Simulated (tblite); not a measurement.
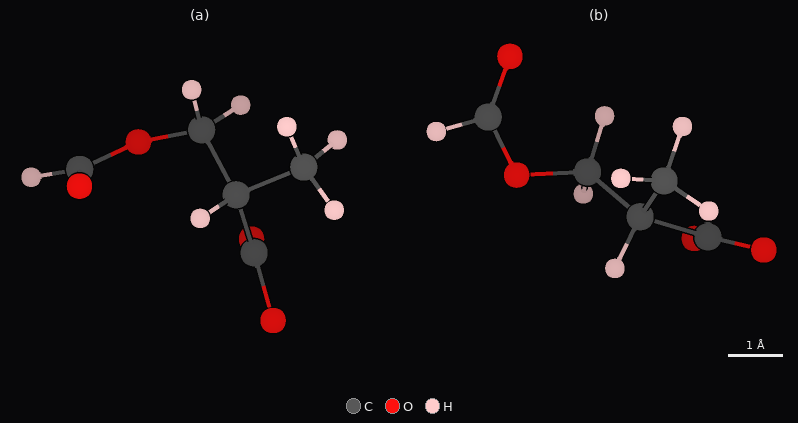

The structure of C5H7O4 (charge −1) before (left) and after (right) a relaxation, at one scale.

Style: ball-and-stick. Shown at a tilt.

Theory: GFN2-xTB geometry optimisation, gas phase (tblite 0.8.0). 

Q: What changed between the two?

A: The energy falls by 1.464 eV in 209 geometry steps. The largest move after the best rigid fit is that of an O atom, 2.56 Å. Largest moves by element: O 2.56 Å, H 2.10 Å, C 1.18 Å. Among the contacts that change: C–O 1.401 → 1.230 Å, C–C 1.477 → 1.626 Å, C–O 1.379 → 1.301 Å, C–O 1.263 → 1.203 Å. Among the angles between lasting bonds that change: O–C–O 122.5° → 130.5°, O–C–H 116.3° → 108.4°, C–C–C 105.2° → 112.9°. Groups turn about C–C by about 105°, C–O by about 55°, C–C by about 40°.
